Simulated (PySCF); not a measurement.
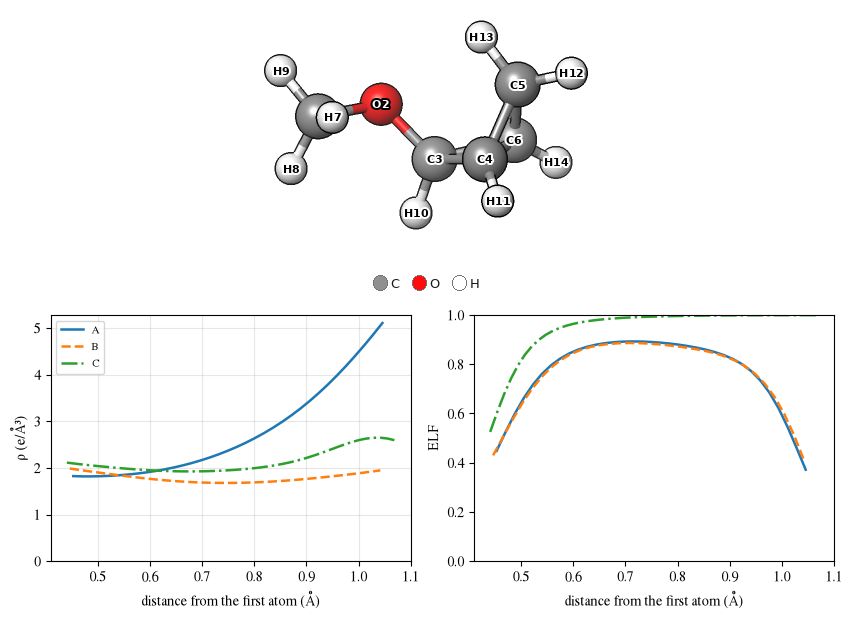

Figure. C5H8O. Total electron density and electron localisation function along straight lines between neighbouring atoms. The curves leave out the atomic cores. The structure is drawn too.

Geometry: GFN2-xTB.

Level of theory: PBE0/def2-SVPD, SCF density, gas phase (PySCF 2.14.0).

```yaml
atoms:
  - { symbol: C, position_ang: [-1.7987, 1.0850, -0.2273] }
  - { symbol: O, position_ang: [-0.7050, 0.5465, -0.9311] }
  - { symbol: C, position_ang: [-0.2449, -0.6470, -0.3762] }
  - { symbol: C, position_ang: [0.6253, -0.6510, 0.8478] }
  - { symbol: C, position_ang: [1.7260, 0.1812, 0.2664] }
  - { symbol: C, position_ang: [1.1965, -1.0014, -0.4837] }
  - { symbol: H, position_ang: [-1.5324, 1.2986, 0.8144] }
  - { symbol: H, position_ang: [-2.6533, 0.3968, -0.2391] }
  - { symbol: H, position_ang: [-2.0690, 2.0095, -0.7333] }
  - { symbol: H, position_ang: [-0.9765, -1.4558, -0.4615] }
  - { symbol: H, position_ang: [0.5422, -1.1642, 1.7825] }
  - { symbol: H, position_ang: [2.7095, 0.0900, 0.7100] }
  - { symbol: H, position_ang: [1.4944, 1.1718, -0.1005] }
  - { symbol: H, position_ang: [1.6852, -1.8604, -0.8904] }
```

Question: Which curve belongs to which contact (C–C, C–H and C–O)? The first atom named is at distance zero.

Answer: Curve A: C–O (1.39 Å): the density is about 2.2 e/Å³ at the midpoint, with its minimum of 1.8 e/Å³ about 0.5 Å from C; the ELF peaks at about 0.90 between the atoms, as expected for a shared but strongly polarised pair. Curve B: C–C (1.49 Å): ρ at the midpoint is about 1.7 e/Å³; the ELF peaks at about 0.90 between the atoms (a shared electron pair). Curve C: C–H (1.07 Å): ρ is about 2 e/Å³ halfway; the ELF climbs to about 1 towards the hydrogen, as it does in any bond to H (a covalent bond by its length).
